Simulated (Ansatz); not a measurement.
# Group exchange: C3H6S + Si3H8O → C3H8SSi + SiH2(OH)(SiH3)

Species: C3H6S (allyl mercaptan) `C=CCS`, singlet; Si3H8O `[SiH3]O[SiH2][SiH3]`, singlet; C3H8SSi `C=CCS[SiH3]`, singlet; SiH2(OH)(SiH3) (disilanol), singlet. The partners trade H for SiH3: S–H and O–SiH3 bonds give way to S–SiH3 and O–H.

Shapes, held fixed at every level: PBE0-D4/def2-TZVP. Flexible molecules stand in one conformer, not always the lowest. Programs: Ansatz 0.2.0. Electronic energies: no zero-point or thermal term.

```json
{"level": "PBE-D4/def2-TZVPP", "kind": "GGA", "ΔE (kJ/mol)": "+26.9", "less CCSD(T)/CBS estimate": "-16.8", "CPU time (sum over the molecules)": "25 s"}
{"level": "B3LYP-D4/def2-TZVPP", "kind": "global hybrid", "ΔE (kJ/mol)": "+46.6", "less CCSD(T)/CBS estimate": "+2.9", "CPU time (sum over the molecules)": "52 s"}
{"level": "BHLYP-D4/def2-TZVPP", "kind": "global hybrid", "ΔE (kJ/mol)": "+54.9", "less CCSD(T)/CBS estimate": "+11.2", "CPU time (sum over the molecules)": "34 s"}
{"level": "wB97M-V/def2-TZVPP", "kind": "range-separated hybrid", "ΔE (kJ/mol)": "+43.3", "less CCSD(T)/CBS estimate": "-0.4", "CPU time (sum over the molecules)": "1.9 min"}
{"level": "wB97X-V/def2-TZVPP", "kind": "range-separated hybrid", "ΔE (kJ/mol)": "+44.5", "less CCSD(T)/CBS estimate": "+0.8", "CPU time (sum over the molecules)": "78 s"}
{"level": "B2PLYP/def2-TZVPP", "kind": "double hybrid", "ΔE (kJ/mol)": "+49.1", "less CCSD(T)/CBS estimate": "+5.4", "CPU time (sum over the molecules)": "58 s"}
{"level": "CCSD/def2-TZVPP", "kind": "coupled cluster or CI", "ΔE (kJ/mol)": "+51.2", "less CCSD(T)/CBS estimate": "+7.5", "CPU time (sum over the molecules)": "–"}
{"level": "CCSD(T)/CBS estimate", "kind": "coupled cluster or CI", "ΔE (kJ/mol)": "+43.7", "less CCSD(T)/CBS estimate": "0.0", "CPU time (sum over the molecules)": "24 min"}
```

The highest level, CCSD(T)/CBS estimate, gives ΔE = +43.7 kJ/mol; the levels span +26.9 to +54.9. The column of differences is taken from that level and isn't an error. No measured value is set beside it here. The CBS estimate extrapolates MP2 from def2-TZVPP and def2-QZVPP and adds CCSD(T) − MP2 in the triple-zeta set, cores frozen. Times are processor times on shared x86 and Arm servers, and rough.

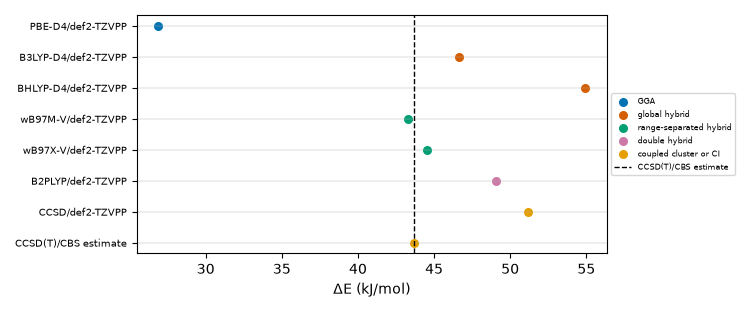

The values of the table, level by level.
